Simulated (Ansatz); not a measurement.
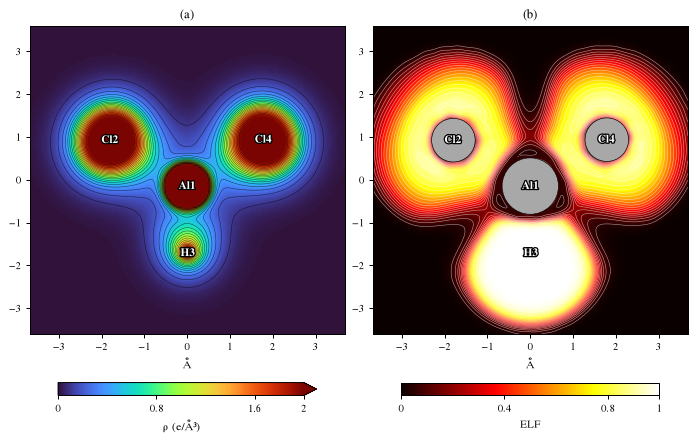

Figure. AlCl₂H. (a) electron density; (b) ELF on the molecular plane. Grey discs cover the atomic cores in the ELF map.

Theory: RKS PBE0-D4/def2-SVP in Ansatz.

### Interpret the plot.

The section cuts through Al, Cl and H sites.
Al–Cl (2.09 Å): the density is about 0.71 e/Å³ at the midpoint; the ELF peaks at about 0.90 in the valence shell of Cl, 0.9 Å from its nucleus, and is about 0.80 at the midpoint.
Al–H (1.57 Å): the density is about 0.56 e/Å³ at the midpoint; the ELF climbs to about 1 towards the hydrogen.
The ELF also peaks beside Cl2 and Cl4, away from the bonds: lone-pair regions.
